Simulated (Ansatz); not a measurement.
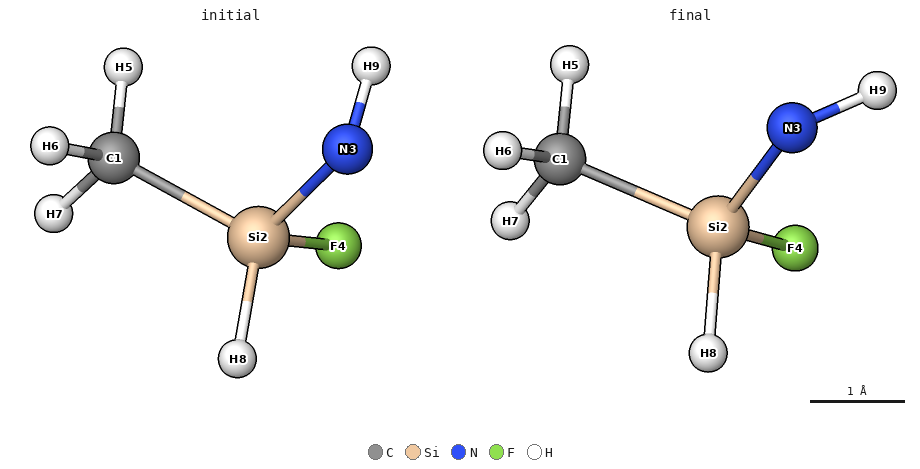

The structure of CH₅FNSi (multiplicity 2) (coarse preliminary run) before (left) and after (right) a relaxation, at one scale.

Style: ball-and-stick. Shown at a tilt.

The start comes from a force field.

The calculation used UKS PBE-D4/def2-SVP in Ansatz 0.2.0. Set-up: force threshold 0.03 eV/Å; at most 200 steps.

What changed between the two?

H9 moves most after the best rigid fit: 0.58 Å. Largest moves by element: H 0.58 Å, N 0.28 Å, C 0.16 Å, Si 0.11 Å, F 0.09 Å. Near-neighbour distances that change, for instance: C1–Si2 1.798 → 1.877 Å, Si2–H8 1.443 → 1.504 Å, Si2–F4 1.598 → 1.648 Å, Si2–N3 1.721 → 1.748 Å. Among the angles between lasting bonds that change: N3–Si2–F4 105.6° → 114.8°, H6–C1–H7 102.3° → 108.9°, F4–Si2–H8 112.6° → 107.0°. Groups turn about Si2–N3 by about 55°. Over 6 geometry steps the energy falls by 34.2 kJ/mol. Largest force component: 2.3 eV/Å at the start, 0.028 eV/Å at the end.
